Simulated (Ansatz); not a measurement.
**What 3 layers does to CaF2**

The reference is CaF₂ in the fluorite structure (space group Fm-3m, No. 225; a = 5.439 Å). Axes: x, y, z lie along the cube axes.

Perturbation: a free-standing slab of 3 layers (9 atoms, 3 a layer) is cut normal to [111], with 15 Å of vacuum and the in-plane cell held at bulk.

Calculations: DFT with r2SCAN, PAW potentials and a 500 eV plane-wave cutoff in Ansatz (a program for electronic structure), no spin-orbit coupling. Γ-centred 10×10×1 mesh, Fermi–Dirac width 0.05 eV, for the changed cell.

The layer's space group (with vacuum) is P-3m1 (No. 164) and the shortest interatomic distance drops by 0.028 bohr to 4.423 bohr. The band gap decreases by 0.46 eV to 7.57 eV and the gap character amounts to indirect, M → Γ. The smallest direct gap shrinks by 0.51 eV to 7.78 eV and the excess energy per area of both faces (slab less bulk energy over the cell's area: twice a surface energy) comes out as 0.99 J/m². The thickness between the outermost nuclei amounts to 7.86 Å and the change of the spacing d12 from its bulk value of 0.785 Å comes out as +1.7 %. The change of the spacing d23 from its bulk value of 0.785 Å comes out as +0.6 %.

Final structure:

```xyz
9
Lattice="3.8461 0.0000 0.0000 1.9230 3.3308 0.0000 0.0000 0.0000 22.8507" Properties=species:S:1:pos:R:3 pbc="T T T"
F      2.8845     0.5551     7.4952
Ca     0.9615    -0.5551     8.2935
F      4.8076     1.6654     9.0836
F      4.8076    -0.5551    10.6341
Ca     2.8845    -1.6654    11.4254
F      6.7306     0.5551    12.2167
F      6.7306    -1.6654    13.7672
Ca     4.8076    -2.7757    14.5572
F      8.6536    -0.5551    15.3556
```

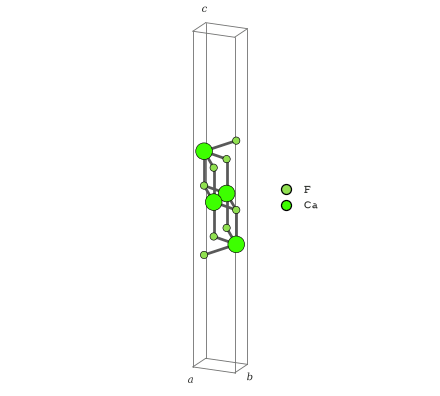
Figure: The relaxed cell after the change

Slab and bulk use different k-meshes, which limits the precision of the excess energy. Stability against distortions was not tested. k-point labels follow each cell's own Brillouin zone.
